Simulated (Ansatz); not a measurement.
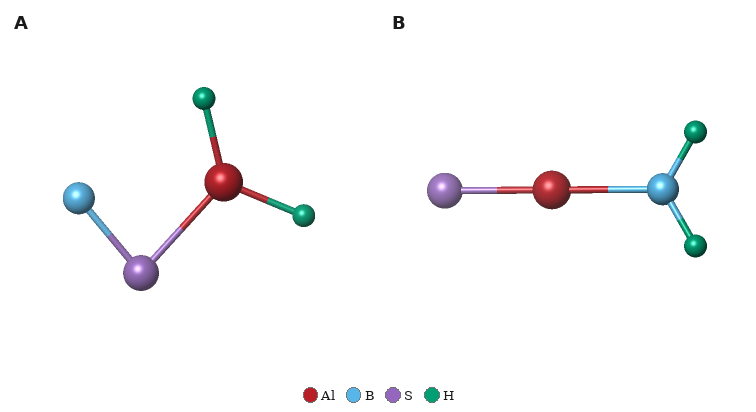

2 stationary structures of one formula. Geometries: PBE-D4/def2-SVP. Electronic energies: PBE-D4/def2-SVP (Ansatz 0.2.0), without zero-point energy. No frequency run is at hand to confirm each as a minimum.

Which structure is the most stable?

Answer. B is lowest; A lies 117.6 kJ/mol above it (Cs).
